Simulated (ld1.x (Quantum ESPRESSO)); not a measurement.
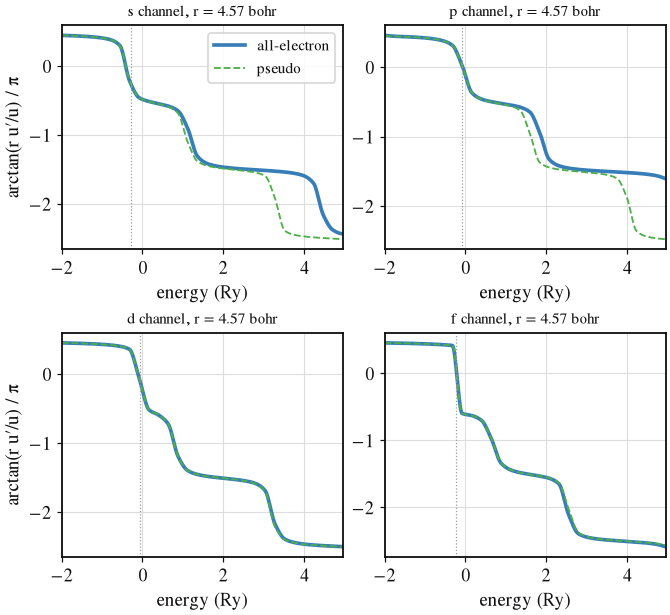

Unwrapped phase arctan(r u′/u) in units of π against energy, all-electron (solid) and pseudo (dashed); the pseudo phase is matched to the all-electron one at the reference energy. Here u = r R(r). A near-vertical step is a level narrower than the spacing of the points behind the curves. The dotted line marks the reference energy of the channel.

Input of ld1.x (Quantum ESPRESSO) 7.5:

```
&input
   title='Yb', zed=70., rel=1, dft='PBE', iswitch=3,
   config='[Xe] 4f14 5d0 6s2 6p0',
   nld=4, rlderiv=4.55, eminld=-2.0, emaxld=5.0, deld=0.02
 /
 &inputp
   pseudotype=1, tm=.true., lloc=1,
   nlcc=.true., new_core_ps=.true., rcore=0.60,
   file_pseudopw='Yb.pp', file_wfcaegen='ae.wfc', file_wfcncgen='nc.wfc'
 /
4
6S  1  0   2.00   0.00  3.30  3.30  0.0
5D  3  2   0.00   0.00  2.10  2.10  0.0
4F  4  3  14.00   0.00  1.15  1.15  0.0
6P  2  1   0.00   0.00  4.20  4.20  0.0
 &test
   configts(1)='4f14 5d0 6s2 6p0'
 /
```

Launched with:
```bash
ld1.x < Yb.in > Yb.out
```

Functional and relativity: PBE, scalar-relativistic.

### How far from the reference energy is each channel transferable, at a tolerance of 0.05 rad?

s: up to about 0.8 Ry; p: up to about 1.1 Ry; d: up to about 3.0 Ry; f: up to about 2.3 Ry.

### Does the potential have spurious states?

Going away from the reference energies, the phases part by more than π/2 in: s at about 3.3 Ry (above its reference energy, pseudo phase lower); p at about 4.1 Ry (above its reference energy, pseudo phase lower). Such a step is either a state that only one of the two atoms has or an ordinary level shifted in energy. The separate test gives: no ghost state below the valence levels in the s, d, f, p channels.
